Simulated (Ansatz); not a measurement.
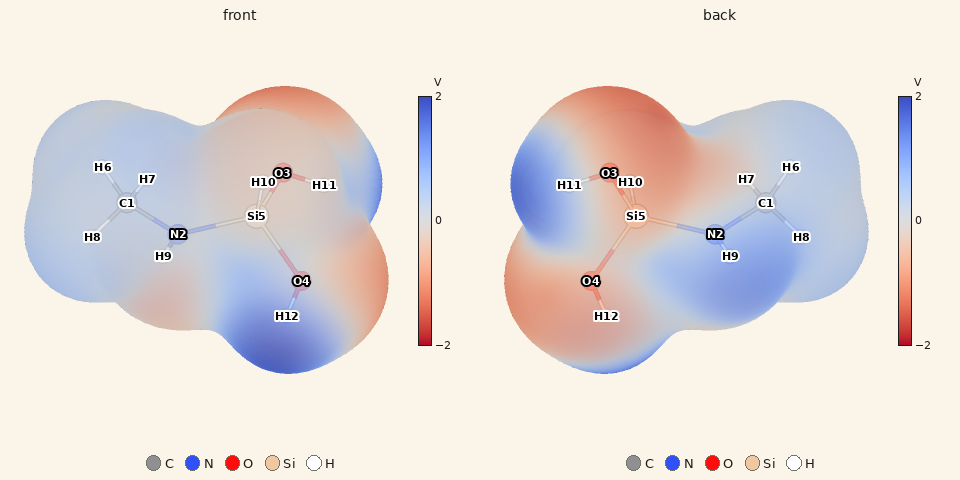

CH7NO2Si (SMILES CN[SiH](O)O). The molecular electrostatic potential painted on the density surface at 0.001 e/bohr³, seen from the front and from behind; the colour scale runs from red (negative) to blue (positive).

Geometry: B3LYP/6-31G*.

The calculation used Ansatz 0.2.0, isolated molecule in a Gaussian basis; Kohn-Sham density functional theory, functional PBE0.

```xyz
12

C     1.3813    2.0820    0.7874
N     1.3801    0.8757   -0.0344
O    -0.6391   -1.0980    0.0008
O     0.3895   -0.4317   -2.3021
Si    0.0052    0.2010   -0.8082
H     1.3538    1.8662    1.8652
H     0.4981    2.6825    0.5480
H     2.2656    2.7012    0.5865
H     2.1629    0.2600    0.1601
H    -0.9705    1.3157   -0.8880
H    -0.8986   -1.8374   -0.5673
H     0.9595    0.1317   -2.8435
```

Question: Describe the electrostatic potential map.

Answer: The most negative region (about −1.3 V, or −30 kcal/mol for a unit charge) lies over O3, the most positive (about +1.8 V, or +42 kcal/mol for a unit charge) over H12. O3 is the likeliest acceptor of a hydrogen bond.
